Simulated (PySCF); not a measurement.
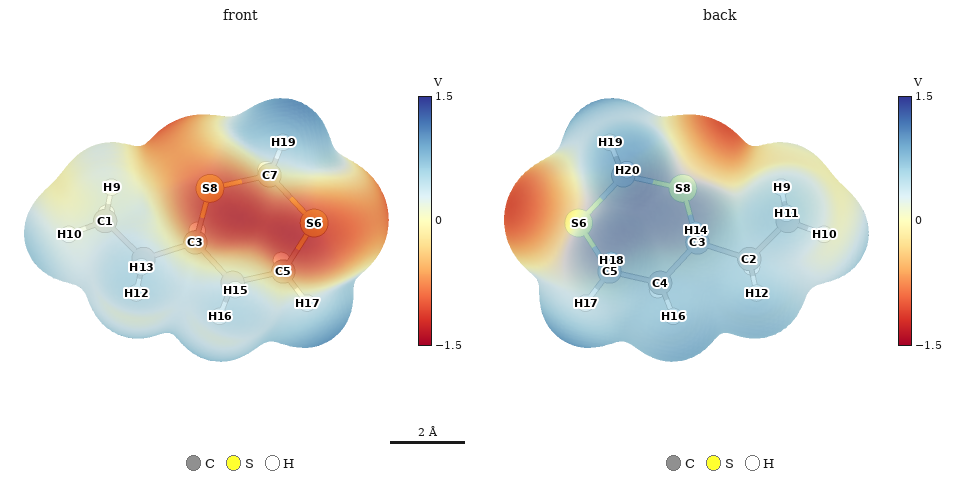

C6H12S2. The electrostatic potential painted on the density surface at 0.002 e/bohr³, seen from the front and from behind; the colour scale runs from red (negative) to blue (positive).

Geometry: GFN2-xTB.

All numbers below come from PBE0/pcSseg-1, SCF density, gas phase, non-relativistic in PySCF.

| atom | x (Å) | y (Å) | z (Å) |
| --- | --- | --- | --- |
| C | -2.6283 | 0.9208 | 0.0453 |
| C | -1.7449 | -0.2852 | 0.3376 |
| C | -0.2910 | -0.0572 | -0.0645 |
| C | 0.5463 | -1.3216 | 0.1075 |
| C | 1.9307 | -1.2243 | -0.5164 |
| S | 3.0276 | -0.0820 | 0.3857 |
| C | 2.0238 | 1.4127 | 0.1803 |
| S | 0.3974 | 1.3033 | 0.9664 |
| H | -2.2767 | 1.7894 | 0.5964 |
| H | -3.6540 | 0.7153 | 0.3401 |
| H | -2.6154 | 1.1558 | -1.0170 |
| H | -2.1208 | -1.1532 | -0.2109 |
| H | -1.7835 | -0.5181 | 1.4036 |
| H | -0.2420 | 0.2892 | -1.1032 |
| H | 0.6420 | -1.5487 | 1.1717 |
| H | 0.0177 | -2.1524 | -0.3698 |
| H | 2.4383 | -2.1871 | -0.4819 |
| H | 1.8752 | -0.8869 | -1.5537 |
| H | 2.5564 | 2.2274 | 0.6629 |
| H | 1.8960 | 1.6135 | -0.8831 |

Question: Where is the surface potential most negative and most positive?

Answer: The most negative region (about −1.3 V) lies over S6 and S8, the most positive (about +1.0 V) over H19 and H20.

Question: What dipole moment does the calculation give?

Answer: Its dipole moment is 2.38 D.
